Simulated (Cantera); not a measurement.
Feed: 1 mol AlN, 11 mol H2O, at 0.0100 bar.

Equilibrium computed with Cantera from the NASA thermochemical tables; the gas is ideal and each condensed phase is pure. Candidate condensed phases: Al, AlN, Al2O3, H2O; 35 gas species. The numbers say what is thermodynamically allowed, not how fast it happens.

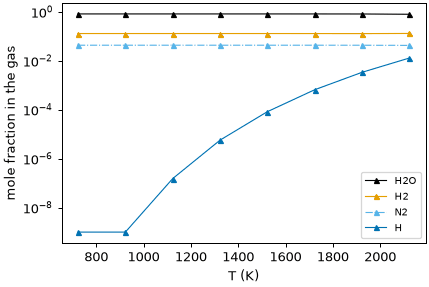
Equilibrium gas composition (values under 1e-9 drawn at 1e-9)

### Question
Read off the mole fractions at 2123 K.

### Answer
H2O about 0.80, H2 about 0.13, N2 about 0.043, H about 0.013.
